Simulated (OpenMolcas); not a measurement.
## Run report: Mo⁴⁺ complex, multiconfigurational calculation

System: Mo⁴⁺ with 6 ligands (O and Cl; tetragonal octahedron, 2.03 Å), neutralised by 6 outer point charges of +1 e, whose field is part of the energies.
Method: state-averaged SS-CASPT2, IPEA shift 0.25, imaginary shift 0.1 hartree, closed shells 4s 4p of the metal and the valence shells of the ligands correlated, active space 2 electrons in the shell 4d, basis ANO-RCC-VTZP on the metal and ANO-RCC-VDZP on the ligands, DKH2 scalar Hamiltonian, spin-orbit coupling by RASSI with atomic mean-field integrals (OpenMolcas).

### Summary

- outcome: converged
- energy of the lowest spin-free term: −5271.22839 hartree
- energy of the lowest spin-orbit level: −5271.23015 hartree
- CASPT2 correlation energy: −1.7236 hartree
- largest spread among components of a term: 0.1 cm⁻¹
- lowest reference weight: 0.600
- hardware: 1 thread of Arm Neoverse V1, 24 GiB of memory available, shared host
- wall time: 1.7 min
- peak memory: 0.4 GiB

### Notes

To bear in mind: covalent bonds, ligand orbitals missing from the active space; bare point charges leave oxide and sulfide ligands too diffuse, field too small; distances are set from ionic radii, not optimised.

### Input
```
&GATEWAY
Coord
7

Mo 0.0 0.0 0.0
O 2.030000 0.000000 0.000000
O 0.000000 2.030000 0.000000
O -2.030000 0.000000 0.000000
O 0.000000 -2.030000 0.000000
Cl 0.000000 0.000000 2.409610
Cl 0.000000 0.000000 -2.409610
Basis=Mo.ANO-RCC-VTZP,Cl.ANO-RCC-VDZP,O.ANO-RCC-VDZP
Group=XYZ
NoMove
AngMom=0.0 0.0 0.0
AMFI
RICD
XField
3 Angstrom 0
4.430000 0.000000 0.000000 1.000000
0.000000 4.430000 0.000000 1.000000
0.000000 0.000000 4.809610 1.000000
&SEWARD
&RASSCF
FileOrb=start.orb
Symmetry=1
Spin=3
nActEl=2 0 0
Inactive=28 28
Ras2=5 0
CIRoot=10 10 1
SDav=10
CIMx=300
Iter=150 100
PrWF=0.3
OrbListing=Nothing
MaxOrb=0
LevShft=1.0
>>> COPY $Project.JobIph JOB001
&RASSCF
FileOrb=start.orb
Symmetry=1
Spin=1
nActEl=2 0 0
Inactive=28 28
Ras2=5 0
CIRoot=15 15 1
SDav=15
CIMx=300
Iter=150 100
PrWF=0.3
OrbListing=Nothing
MaxOrb=0
LevShft=1.0
>>> COPY $Project.JobIph JOB002
&RASSI
NrOfJobIphs=2 10 15
1 2 3 4 5 6 7 8 9 10
1 2 3 4 5 6 7 8 9 10 11 12 13 14 15
IphNames
JOB001
JOB002
EJob
SpinOrbit
DIPRint=1.0
SOCoupling=1000.0
Subsets=2
Property=9
'ANGMOM' 1 'ANGMOM' 2 'ANGMOM' 3 'MLTPL  1' 1 'MLTPL  1' 2 'MLTPL  1' 3
'AMFI' 1 'AMFI' 2 'AMFI' 3
SOProperty=3
'ANGMOM' 1 'ANGMOM' 2 'ANGMOM' 3
>>> COPY JOB001 $Project.JobIph
&CASPT2
Multistate=10 1 2 3 4 5 6 7 8 9 10
NoMult
Frozen=15 13
IPEA=0.25
Imaginary=0.1
MaxIter=60
WThr=0.0 0.3 0.05
PrWF=0.5
NoMix
>>> COPY JOB002 $Project.JobIph
&CASPT2
Multistate=15 1 2 3 4 5 6 7 8 9 10 11 12 13 14 15
NoMult
Frozen=15 13
IPEA=0.25
Imaginary=0.1
MaxIter=60
WThr=0.0 0.3 0.05
PrWF=0.5
NoMix
```

The file start.orb holds starting orbitals from an earlier step. A driver script formed the levels outside the program, from RASSI's spin-orbit matrix and the CASPT2 energies (for multi-state variants, the effective Hamiltonian), averaged over the components of each term or state. The log and the time are those of the CASPT2 step.

Launched with:
```bash
OMP_NUM_THREADS=1 MOLCAS_MEM=2457 MOLCAS_PROJECT=a pymolcas a.inp > a.log  # once for each step of the input, in one work folder
```

### The program's output (extracts)
```
--- CASPT2 ---
Orbital specifications:
      -----------------------

      Symmetry species                           1   2
                                                ag  au
      Frozen orbitals                           15  13
      Inactive orbitals                         13  15
      Active orbitals                            5   0
      Secondary orbitals                        49  50
      Deleted orbitals                           0   0
      Number of basis functions                 82  78
Type of calculation                        SS-CASPT2
      Fock operator                              state-specific
      IPEA shift                                 0.25
      Real shift                                 0.00
      Imaginary shift                            0.10
      The input orbitals will be transformed to quasi-canonical
Reference energy:       -5269.5047941028
      E2 (Non-variational):      -1.7207875037
      Shift correction:          -0.0028096318
      E2 (Variational):          -1.7235971356
      Total energy:           -5271.2283912383
      Residual norm:              0.0000001883
      Reference weight:           0.62098
      Contributions to the CASPT2 correlation energy
      Active & Virtual Only:         -0.0048381897
      One Inactive Excited:          -0.1538683229
      Two Inactive Excited:          -1.5620809911
Reference energy:       -5269.4737841158
      E2 (Non-variational):      -1.7383094434
      Shift correction:          -0.0030455992
      E2 (Variational):          -1.7413550426
      Total energy:           -5271.2151391584
      Residual norm:              0.0000003785
      Reference weight:           0.61309
      Contributions to the CASPT2 correlation energy
      Active & Virtual Only:         -0.0050932489
      One Inactive Excited:          -0.1602431119
      Two Inactive Excited:          -1.5729730826
::    CASPT2 Root  1     Total energy:  -5271.22839124
::    CASPT2 Root  2     Total energy:  -5271.21513916
::    CASPT2 Root  3     Total energy:  -5271.21513916
::    CASPT2 Root  4     Total energy:  -5271.19355146
::    CASPT2 Root  5     Total energy:  -5271.19355146
::    CASPT2 Root  6     Total energy:  -5271.18203473
::    CASPT2 Root  7     Total energy:  -5271.07580358
::    CASPT2 Root  8     Total energy:  -5271.07580355
::    CASPT2 Root  9     Total energy:  -5271.06863631
::    CASPT2 Root 10     Total energy:  -5271.01844826
--- CASPT2 ---
Orbital specifications:
      -----------------------

      Symmetry species                           1   2
                                                ag  au
      Frozen orbitals                           15  13
      Inactive orbitals                         13  15
      Active orbitals                            5   0
      Secondary orbitals                        49  50
      Deleted orbitals                           0   0
      Number of basis functions                 82  78
Type of calculation                        SS-CASPT2
      Fock operator                              state-specific
      IPEA shift                                 0.25
      Real shift                                 0.00
      Imaginary shift                            0.10
      The input orbitals will be transformed to quasi-canonical
Reference energy:       -5269.4660815821
      E2 (Non-variational):      -1.7371389120
      Shift correction:          -0.0028771098
      E2 (Variational):          -1.7400160217
      Total energy:           -5271.2060976038
      Residual norm:              0.0000001840
      Reference weight:           0.61742
      Contributions to the CASPT2 correlation energy
      Active & Virtual Only:         -0.0097157730
      One Inactive Excited:          -0.1568407457
      Two Inactive Excited:          -1.5705823933
Reference energy:       -5269.4584904841
      E2 (Non-variational):      -1.7452057647
      Shift correction:          -0.0030823950
      E2 (Variational):          -1.7482881597
      Total energy:           -5271.2067786438
      Residual norm:              0.0000002462
      Reference weight:           0.61284
      Contributions to the CASPT2 correlation energy
      Active & Virtual Only:         -0.0097094441
      One Inactive Excited:          -0.1614556006
      Two Inactive Excited:          -1.5740407200
::    CASPT2 Root  1     Total energy:  -5271.20609760
::    CASPT2 Root  2     Total energy:  -5271.20677864
::    CASPT2 Root  3     Total energy:  -5271.19002790
::    CASPT2 Root  4     Total energy:  -5271.19624473
::    CASPT2 Root  5     Total energy:  -5271.19624480
::    CASPT2 Root  6     Total energy:  -5271.16060860
::    CASPT2 Root  7     Total energy:  -5271.16060863
::    CASPT2 Root  8     Total energy:  -5271.16416755
::    CASPT2 Root  9     Total energy:  -5271.17642117
::    CASPT2 Root 10     Total energy:  -5271.09266637
::    CASPT2 Root 11     Total energy:  -5271.06033687
::    CASPT2 Root 12     Total energy:  -5271.06033626
::    CASPT2 Root 13     Total energy:  -5271.06044836
::    CASPT2 Root 14     Total energy:  -5271.01377696
::    CASPT2 Root 15     Total energy:  -5270.88990429
```

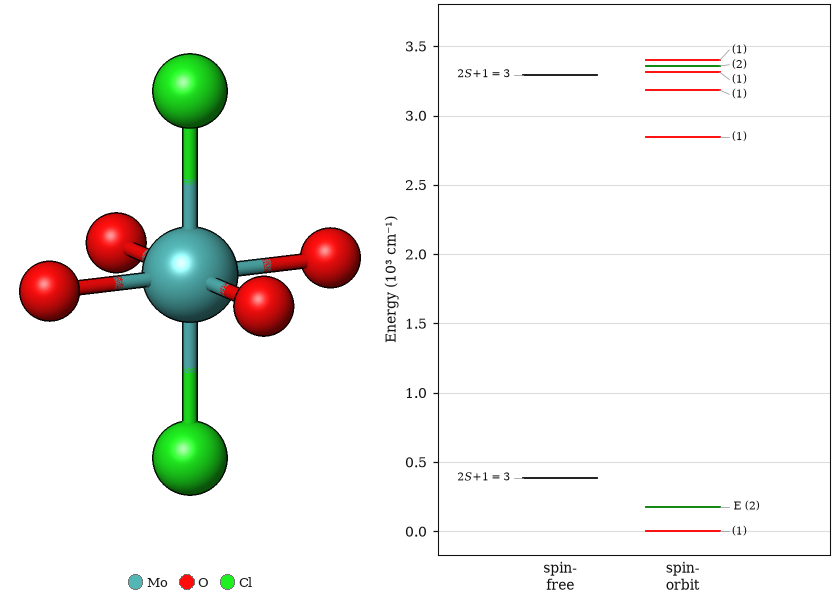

Fig. 1: Mo⁴⁺ (4d²) with 6 ligands, O²⁻ with axial Cl⁻, at 2.03 Å (arrangement: tetragonal octahedron, D4h), axial distortion 1.187, neutralised by outer point charges of +1 e, and its levels. Labels give the representation in O, Td, D4 or D3 as the site allows (double group for half-integer spin) where it could be assigned and, in brackets, the degeneracy; spin-free states, where drawn, share the zero of the spin-orbit levels. The ground level is non-degenerate, 99 % from states of spin multiplicity 3. The next level lies at 175 cm⁻¹ (E).
